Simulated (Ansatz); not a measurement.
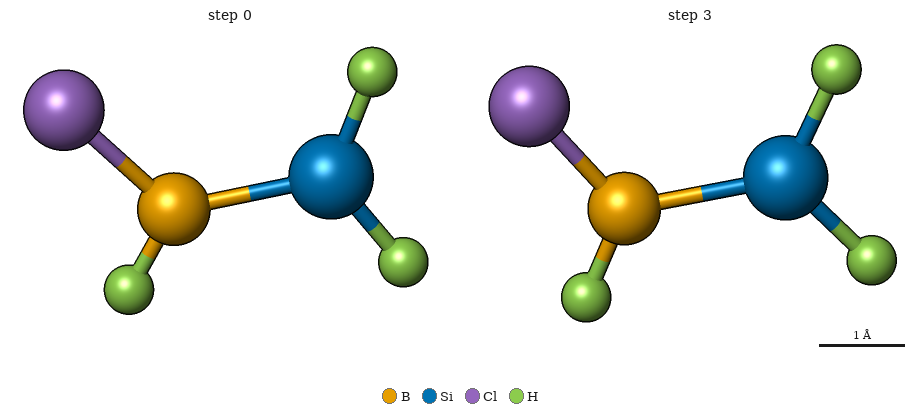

The structure of BSiH$_{3}$Cl (multiplicity 2) before (left) and after (right) a relaxation, at one scale.

A ball-and-stick model, seen at a tilt.

It is one of the separated reactants of a reaction.

Level of theory: UKS PBE-D4/def2-SVP in Ansatz.

Input
```yaml
crystal:
  periodic: [false, false, false]
  atoms:
    - {symbol: B, position_ang: [-0.152686, 0.077475, 0.785472]}
    - {symbol: Si, position_ang: [0.238274, -0.291415, -1.042042]}
    - {symbol: Cl, position_ang: [-0.586693, 1.763817, 1.439298]}
    - {symbol: H, position_ang: [0.214334, 0.741887, -2.015754]}
    - {symbol: H, position_ang: [0.549652, -1.638273, -1.366722]}
    - {symbol: H, position_ang: [-0.170530, -0.652904, 1.673576]}
basis:
  gaussian: {orbitals: def2-SVP}
magnetization: {spin_polarized: true, initial_magnetization: 1}
hamiltonian: {xc: pbe, dispersion: d4}
relax: {f_tol: 0.03, max_steps: 250}
```

Launched with:
```bash
ansatz run in.yaml --threads 2 --pin off --events-out ev --progress --plain --max-ram 4352MiB
```

Summarise the run.

B1 moves most after the best rigid fit: 0.12 Å. Largest moves by element: B 0.12 Å, H 0.10 Å, Cl 0.08 Å, Si 0.07 Å. Some distances before and after: B1–Cl3 1.860 → 1.765 Å, Si2–H4 1.420 → 1.502 Å, B1–H6 1.150 → 1.214 Å, B1–Si2 1.905 → 1.950 Å. Bond angles that change, for instance: Cl3–B1–H6 107.5° → 118.2°, H4–Si2–H5 122.5° → 113.2°, Si2–B1–H6 128.4° → 121.7°. After 3 geometry steps the energy has fallen by 0.356 eV. The largest force component goes from 2.6 to 0.028 eV/Å. The run took 4.3 s on 2 threads of Intel Xeon Platinum 8488C, on a shared host.
